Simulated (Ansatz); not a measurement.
# One shape, several levels: SnH2F (SMILES [F][SnH2])

We compute a comparison of 6 runs (U-revPBE/STO-3G, UB3LYP/STO-3G, UBHLYP/STO-3G, UBLYP/STO-3G, UPBE/STO-3G, UPBE0/STO-3G) of SnH2F. 

The results are computed with Ansatz 0.2.0.

59 further runs of the same task are left out: 7 that didn't finish, 52 set aside as unsound or not needed.

### 1 The molecule

The species is SnH2F (4 atoms), meant as a doublet with charge 0. As SMILES, `[F][SnH2]`. The H4–Sn2 distance was set to 3.453 Å, away from the relaxed value. At this shape a bond of the SMILES string is far longer than usual.

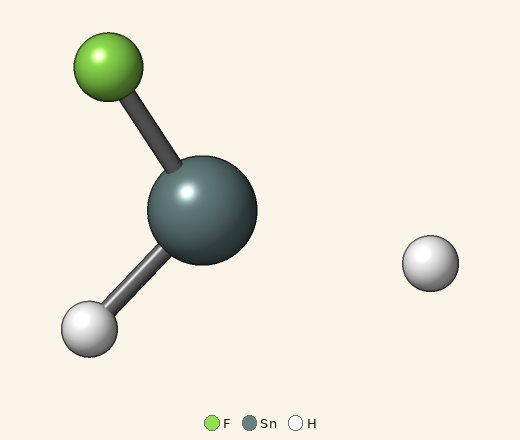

The structure, seen from a chosen angle (fluorine green, tin teal, hydrogen white).

### 2 The energy at U-revPBE/STO-3G (run 1)

File in.yaml:

```yaml
crystal:
  periodic: [false, false, false]
  atoms:
    - symbol: F
      position_ang: [-1.920005, -1.858423, 0.889103]
    - symbol: Sn
      position_ang: [-0.339105, -1.910623, -0.219897]
    - symbol: H
      position_ang: [0.816695, -2.722823, 0.772503]
    - symbol: H
      position_ang: [0.395700, 1.426200, -0.716700]
basis:
  gaussian:
    orbitals: STO-3G
total_charge: 0
hamiltonian:
  xc: {name: revPBE}
accuracy: high
magnetization:
  spin_polarized: true
  initial_magnetization: 1
```

Started as:

```bash
$ ansatz run in.yaml --threads 1 --pin off --max-ram 2610MiB --events-out events.jsonl --progress --plain --runs-dir runs
```

The program printed:

```text
Warning: RAYON_NUM_THREADS=1 ignored (pool sized by the plan → 1); use --threads N
Functional definition: revPBE
  name "revPBE"
  parameter kappa = 1.245
  parameter beta = 0.06672455060314922
  exchange = pbe_x(kappa = kappa, mu = beta*pi^2/3)
  correlation = pbe_c(beta = beta)
606 factors; integrals over basis functions are off by at most 4.8e-9 eV
mean field evaluation 1: about -165011.9814 eV, gradient 1.2e1 eV
mean field evaluation 2: about -165005.3688 eV, gradient 1.2e1 eV
mean field evaluation 4: about -165012.6036 eV, gradient 1.5e1 eV
mean field evaluation 8: about -165018.8380 eV, gradient 7.2e0 eV
mean field evaluation 16: about -165019.8108 eV, gradient 1.7e-6 eV
mean field -165019.81079470 eV, -6064.3661922602 hartree, gradient 1.8e-8 eV, S^2 0.760690; 2 other end points of the search recorded, 0 dependent functions left out
reference -165019.81079712 eV, -6064.3661923489 hartree; 31, 30 occupied and 3, 4 virtual orbitals, 606 factors
Total energy: -165019.81079712 eV, -6064.3661923489 hartree
```

It took 3 s on 1 thread of Arm Neoverse V2, shared host; peak memory 0.13 GiB.

### 3 The energy at UB3LYP/STO-3G (run 2)

Edit in.yaml of step 2 so:

```diff
@@ -12,10 +12,5 @@
 basis:
-  gaussian:
-    orbitals: STO-3G
-total_charge: 0
-hamiltonian:
-  xc: {name: revPBE}
+  gaussian: {orbitals: STO-3G}
+magnetization: {spin_polarized: true, initial_magnetization: 1}
+hamiltonian: {xc: {name: B3LYP}}
 accuracy: high
-magnetization:
-  spin_polarized: true
-  initial_magnetization: 1
```

Started as:

```bash
$ ansatz run in.yaml --threads 1 --pin off --max-ram 2610MiB --events-out events.jsonl --progress --plain --runs-dir runs
```

The program printed:

```text
Warning: RAYON_NUM_THREADS=1 ignored (pool sized by the plan → 1); use --threads N
Functional definition: B3LYP
  name "B3LYP"
  parameter a0 = 0.2
  parameter ax = 0.72
  parameter ac = 0.81
  exchange = (1 - a0 - ax)*slater_x + ax*b88_x + a0*exact_x
  correlation = (1 - ac)*vwn_rpa_c + ac*lyp_c
606 factors; integrals over basis functions are off by at most 4.8e-9 eV
mean field evaluation 1: about -165021.7034 eV, gradient 1.4e1 eV
mean field evaluation 2: about -165012.3846 eV, gradient 2.4e1 eV
mean field evaluation 4: about -165023.0830 eV, gradient 1.1e1 eV
mean field evaluation 8: about -165026.7842 eV, gradient 9.1e0 eV
mean field evaluation 16: about -165029.5183 eV, gradient 1.8e-8 eV
mean field -165029.51825791 eV, -6064.7229349531 hartree, gradient 4.8e-8 eV, S^2 0.764928; 2 other end points of the search recorded, 0 dependent functions left out
reference -165029.51828532 eV, -6064.7229359602 hartree; 31, 30 occupied and 3, 4 virtual orbitals, 606 factors
Total energy: -165029.51828532 eV, -6064.7229359602 hartree
```

Run time: 3.3 s. Hardware: 1 thread of Arm Neoverse V2, shared host; peak memory 0.16 GiB.

Runs 3 to 5 aren't shown in full; the table further down has their settings and results.

### 4 The energy at UPBE0/STO-3G (run 6)

File molecule.yaml:

```yaml
basis:
  gaussian:
    orbitals: STO-3G
crystal:
  periodic: [false, false, false]
  atoms:
    - symbol: F
      position_ang: [-1.920005, -1.858423, 0.889103]
    - symbol: Sn
      position_ang: [-0.339105, -1.910623, -0.219897]
    - symbol: H
      position_ang: [0.816695, -2.722823, 0.772503]
    - symbol: H
      position_ang: [0.395700, 1.426200, -0.716700]
magnetization:
  spin_polarized: true
  initial_magnetization: 1
hamiltonian:
  xc: pbe0
accuracy: high
```

Started as:

```bash
$ ansatz run molecule.yaml --threads 1 --pin off --max-ram 2610MiB --events-out events.jsonl --progress --plain --runs-dir runs
```

The program printed:

```text
Warning: RAYON_NUM_THREADS=1 ignored (pool sized by the plan → 1); use --threads N
Functional definition: PBE0
  name "PBE0"
  parameter a = 0.25
  parameter kappa = 0.804
[... 1 set-up line as earlier in the session ...]
  exchange = (1 - a)*pbe_x(kappa = kappa, mu = beta*pi^2/3) + a*exact_x
[... 1 set-up line as earlier in the session ...]
606 factors; integrals over basis functions are off by at most 4.8e-9 eV
mean field evaluation 1: about -165012.3039 eV, gradient 1.4e1 eV
mean field evaluation 2: about -165003.6150 eV, gradient 2.2e1 eV
mean field evaluation 4: about -165018.0034 eV, gradient 7.0e0 eV
mean field evaluation 8: about -165019.9236 eV, gradient 9.0e-2 eV
mean field evaluation 16: about -165019.9024 eV, gradient 2.8e-3 eV
mean field evaluation 32: about -165019.8806 eV, gradient 3.1e-1 eV
mean field -165019.90241870 eV, -6064.3695593799 hartree, gradient 1.2e-8 eV, S^2 0.764868; 2 other end points of the search recorded, 0 dependent functions left out
reference -165019.90242016 eV, -6064.3695594335 hartree; 31, 30 occupied and 3, 4 virtual orbitals, 606 factors
Total energy: -165019.90242016 eV, -6064.3695594335 hartree
```

It took 3.6 s on 1 thread of Arm Neoverse V2, shared host; peak memory 0.16 GiB.

### 5 Overview of the runs

```csv
run,level,energy (Eh),⟨S²⟩,wall time
1,U-revPBE/STO-3G,-6064.366192,0.761,3 s
2,UB3LYP/STO-3G,-6064.722936,0.765,3.3 s
3,UBHLYP/STO-3G,-6064.883542,0.784,3 s
4,UBLYP/STO-3G,-6064.562978,0.764,3.3 s
5,UPBE/STO-3G,-6064.023920,0.758,3.3 s
6,UPBE0/STO-3G,-6064.369559,0.765,3.6 s
```

### 6 Results

| quantity | value |
| --- | --- |
| run 6: total energy | -6064.36956 Eh |
| run 6: ⟨S²⟩ | 0.765 |

What this shows: Totals of different functionals can't be ranked against each other. In runs 1, 2, 3, 4, 5, 6 the basis is minimal, so the values are rough. In runs 1, 2, 3, 4, 5, 6 relativity is left out where basis or elements ask for it. All runs together took 19 s, the longest 3.6 s.
